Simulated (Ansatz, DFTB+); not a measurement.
**Abstraction of H: CH4S2 + C3H8N → CH3S2 + C3H9N**

Species: CH4S2 (methyl hydrodisulfide) `CSS`, singlet; C3H8N `[CH2]N(C)C`, doublet; CH3S2 (methyldithio radical) `CS[S]`, doublet; C3H9N (trimethylamine) `CN(C)C`, singlet. A radical takes H: the energy is the difference in strength between the S–H bond broken and the C–H bond made.

Shapes, held fixed at every level: PBE0-D4/def2-TZVP. Flexible molecules stand in one conformer, not always the lowest. Programs: Ansatz 0.2.0, DFTB+ 25.1. The zero-point and thermal change to 298 K, harmonic and unscaled (PBE0-D4/def2-TZVP), is +10.5 kJ/mol.

```json
{"level": "MP2/def2-TZVPP", "kind": "perturbation theory", "ΔH(298 K) (kJ/mol)": "-94.4", "less CCSD/def2-SVP": "-3.6"}
{"level": "DFTB1", "kind": "semi-empirical", "ΔH(298 K) (kJ/mol)": "-148.7", "less CCSD/def2-SVP": "-57.9"}
{"level": "HF/def2-TZVPP", "kind": "Hartree–Fock", "ΔH(298 K) (kJ/mol)": "-77.4", "less CCSD/def2-SVP": "+13.4"}
{"level": "B3LYP-D4/def2-TZVPP", "kind": "global hybrid", "ΔH(298 K) (kJ/mol)": "-87.7", "less CCSD/def2-SVP": "+3.1"}
{"level": "wB97M-V/def2-TZVPP", "kind": "range-separated hybrid", "ΔH(298 K) (kJ/mol)": "-85.4", "less CCSD/def2-SVP": "+5.4"}
{"level": "wB97X-V/def2-TZVPP", "kind": "range-separated hybrid", "ΔH(298 K) (kJ/mol)": "-87.0", "less CCSD/def2-SVP": "+3.8"}
{"level": "B2PLYP/def2-TZVPP", "kind": "double hybrid", "ΔH(298 K) (kJ/mol)": "-91.6", "less CCSD/def2-SVP": "-0.8"}
{"level": "CCSD(T)/def2-SVP", "kind": "coupled cluster or CI", "ΔH(298 K) (kJ/mol)": "-93.6", "less CCSD/def2-SVP": "-2.8"}
{"level": "CCSD/def2-SVP", "kind": "coupled cluster or CI", "ΔH(298 K) (kJ/mol)": "-90.8", "less CCSD/def2-SVP": "0.0"}
```

The highest level, CCSD/def2-SVP, gives ΔH(298 K) = -90.8 kJ/mol; the levels span -148.7 to -77.4. The column of differences is taken from that level and isn't an error. No measured value is set beside it here. Open shells run unrestricted.

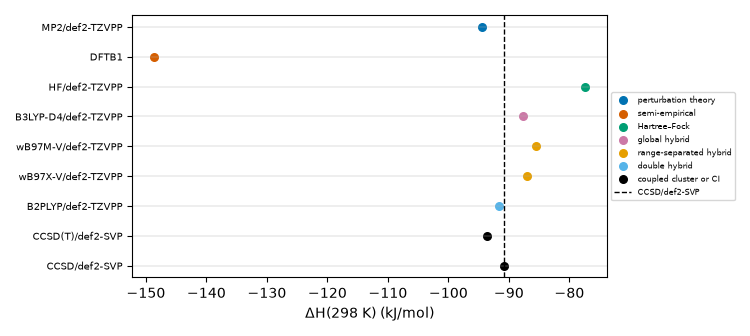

The values of the table, level by level.
